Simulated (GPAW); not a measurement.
Consider wurtzite (GaN)1-x(InN)x, x = 0.125.

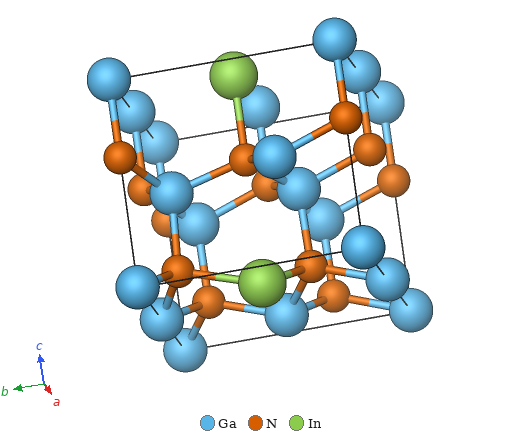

The structure (gallium blue, nitrogen orange, indium green). Bonds to atoms that aren't drawn are left out. Some periodic images of atoms are drawn too.

```xyz
16
Lattice="6.4670 0.0000 0.0000 0.0000 5.6006 0.0000 0.0000 0.0000 5.2497" Properties=species:S:1:pos:R:3 pbc="T T T"
Ga    6.4315    5.5992    0.0071
N     6.3682    1.8130    0.6811
Ga    6.4334    1.8473    2.6283
N     6.4542    5.5919    3.2885
In    1.6157    2.8042    0.0119
N     1.6174    4.8061    0.6729
Ga    1.6166    4.7047    2.6259
N     1.6141    2.8000    3.1293
Ga    3.2687    0.0005    0.0045
N     3.3316    1.8148    0.6798
Ga    3.2613    1.8489    2.6264
N     3.2457    5.5937    3.2867
Ga    4.8504    2.7966    0.0039
N     4.8486    4.6374    0.6593
Ga    4.8495    4.6568    2.6279
N     4.8472    2.8064    3.2897
```

Absorber: atom 2, with 2 Ga at 1.93 Å, 1 Ga at 1.95 Å and 1 In at 2.09 Å (distorted tetrahedral). Method: GPAW, LDA, excited-electron core hole (neutral cell), 16-atom cell with 5.2 Å between holes, 4×4×4 k points, dipole transitions, Gaussian full width 0.9 eV up to 4 eV, rising linearly to 3.5 eV at 25 eV.

**Question.** Where do the maxima of the N K edge fall?

Main maxima up to 24 eV above the zero (height): 4.2 eV (2.27), 5.6 eV (3.08) and 22.7 eV (1.02). A K edge sees empty p states on the absorber. The total-energy difference is 402.50 eV. One term is added: -7.76 eV, since the hole is spin-paired here and a spin-polarised one costs that much less in the free atom (computed apart). The photon energy is then 394.74 eV. The functional leaves an error in such absolute values: in the free atom LDA prices this hole 3.5 eV below PBE (computed apart), and PBE is itself good to a few eV.

The N K spectrum (energy from the bottom of the conduction band, which holds the excited electron; intensity scaled to a mean of 1 over the first 20 eV):

```
E (eV)  isotropic  ε ∥ x  ε ∥ y  ε ∥ z
  -2.0       0.00   0.00   0.00   0.00
  -0.5       0.00   0.00   0.00   0.00
   1.0       0.08   0.10   0.09   0.06
   2.5       0.90   0.96   0.84   0.91
   4.0       2.23   1.95   2.21   2.52
   5.5       3.04   3.03   3.37   2.73
   7.0       1.63   1.31   1.60   1.98
   8.5       1.14   1.19   0.95   1.26
  10.0       0.93   1.10   1.11   0.58
  11.5       0.82   1.01   0.93   0.53
  13.0       0.51   0.48   0.39   0.65
  14.5       0.36   0.28   0.27   0.53
  16.0       0.45   0.38   0.43   0.54
  17.5       0.55   0.44   0.52   0.67
  19.0       0.68   0.59   0.69   0.78
  20.5       0.82   0.76   0.93   0.77
  22.0       0.99   0.91   1.09   0.98
  23.5       0.99   0.90   0.97   1.10
  25.0       0.83   0.76   0.84   0.88
```

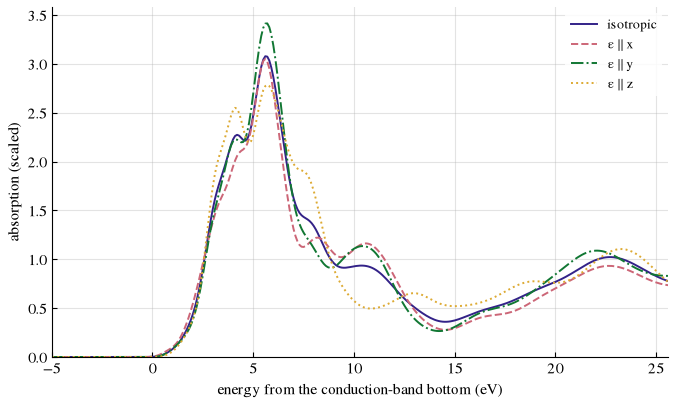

The N K edge.

The holes are only 5.2 Å apart, so the shape is probably not converged with cell size; no larger cell was run here. The mesh is coarse (0.30 Å⁻¹ between points), so small maxima may be mesh ripples.

[Banner, clock and machine lines of the logs are left out without a mark of their own.]

[Logs are printed without paths, hosts, clocks, repeated set-up lines and the standing remarks that a program may print on its own settings, such as how far it seeks lower states.]

[Hosts, paths, dates, database ids (printed as entryN), source tags and the programs' standing remarks are cut or masked in the printed files.]

[Lists of maxima count a maximum above −3 eV only where it reaches 4 % of the highest in the window and stands out from its surroundings by 2 % of it (1.5 % where it reaches 55 %); shoulders and weaker maxima are passed over, and of the rest the first, up to two pre-edge ones and the few strongest are named.]
